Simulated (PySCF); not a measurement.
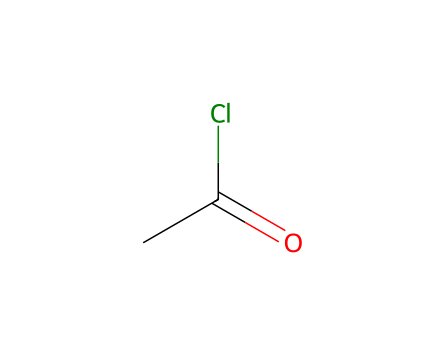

Computed geometry: PBE0-D3(BJ)/def2-TZVP optimisation. No frequency run is at hand to confirm it as a minimum. Program: PySCF 2.14.0.

Tabulate dipole (D), HOMO–LUMO gap (eV) at these levels: B97-2/pcSseg-2; CAM-B3LYP/aug-cc-pVTZ; KT3/pcSseg-2; PBE0/aug-cc-pVTZ; PBE0/pcSseg-2; WP04/pcSseg-2 in chloroform (IEF-PCM); ωB97X-D/aug-cc-pVTZ; ωB97X-D/pcSseg-2; ωB97X-D/pcSseg-2 in chloroform (IEF-PCM).

```tsv
level	dipole (D)	HOMO–LUMO gap (eV)
B97-2/pcSseg-2	2.86	7.21
CAM-B3LYP/aug-cc-pVTZ	2.84	10.09
KT3/pcSseg-2	2.76	5.12
PBE0/aug-cc-pVTZ	2.80	7.52
PBE0/pcSseg-2	2.87	7.56
WP04/pcSseg-2 in chloroform (IEF-PCM)	3.43	6.45
ωB97X-D/aug-cc-pVTZ	2.81	11.22
ωB97X-D/pcSseg-2	2.89	11.30
ωB97X-D/pcSseg-2 in chloroform (IEF-PCM)	3.43	11.40
```
